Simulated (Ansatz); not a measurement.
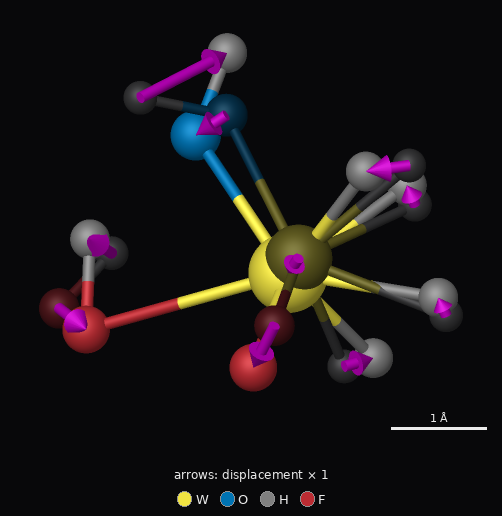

This is a relaxation of WH₆OF₂. The starting structure is drawn faded, the final one solid; purple arrows show the displacements, at their true length. The two geometries are superimposed by the best rigid fit.

Style: ball-and-stick. Shown at a tilt.

The run prepares an end point of a later path (reaction) calculation, from a guessed geometry.

Level of theory: RKS PBE-D4/def2-SVP in Ansatz.

Input
```yaml
crystal:
  periodic: [false, false, false]
  atoms:
    - { symbol: W, position_ang: [-0.270815, 0.082419, 0.162283] }
    - { symbol: O, position_ang: [0.543887, -0.405152, 1.858331] }
    - { symbol: H, position_ang: [-0.020035, -0.084209, 2.597229] }
    - { symbol: H, position_ang: [1.074366, -0.853347, -0.227816] }
    - { symbol: H, position_ang: [0.895044, 0.935157, -0.721421] }
    - { symbol: F, position_ang: [-2.064998, 0.37802, -0.398671] }
    - { symbol: H, position_ang: [-0.53356, -1.521535, -0.212313] }
    - { symbol: H, position_ang: [-0.083552, -0.432177, -1.424412] }
    - { symbol: F, position_ang: [0.5507, 2.360276, 2.006424] }
    - { symbol: H, position_ang: [1.206863, 1.694147, 2.043765] }
basis:
  gaussian: { orbitals: def2-SVP }
hamiltonian:
  xc: pbe
  dispersion: d4
relax:
  f_tol: 0.03
  max_steps: 50
```

Command:
```bash
ansatz run input.yaml --threads 2 --pin off --max-ram 3072MiB --backend cpu --events-out ev --progress --plain --runs-dir out
```

Which element moves most?

Hydrogen: up to 1.28 Å, against 0.68 Å for fluorine.

What did the optimiser do to the structure, and how much energy did it gain?

Over 30 accepted moves (37 points after the start) the energy falls by 85.4 kJ/mol. The largest force component goes from 0.4 to 0.024 eV/Å. The line search rejected the trial steps at points 6, 13, 15, 20, 23, 30, 34 of the run. The atom that moves furthest after the best rigid fit is H3 (1.28 Å). Largest moves by element: H 1.28 Å, F 0.68 Å, O 0.41 Å, W 0.28 Å. Near-neighbour distances that change, for instance: W1–F9 3.044 → 2.362 Å, W1–H10 2.885 → 2.389 Å, F9–H10 0.936 → 0.990 Å, W1–O2 1.944 → 1.955 Å. New bonds form, among them: W1–F9 (3.04 → 2.36 Å). Bond angles that change, for instance: W1–O2–H3 109.5° → 128.9°, O2–W1–H5 107.0° → 110.7°, O2–W1–H4 74.2° → 77.6°. Groups turn about W1–O2 by about 160°. Cost: 88 s on 2 threads of Arm Neoverse V1, with other jobs on the host, peak memory 0.14 GiB.

Limits of the set-up: the start holds two separate molecules, 2.2 Å apart at their closest, whose relative position is a soft coordinate.
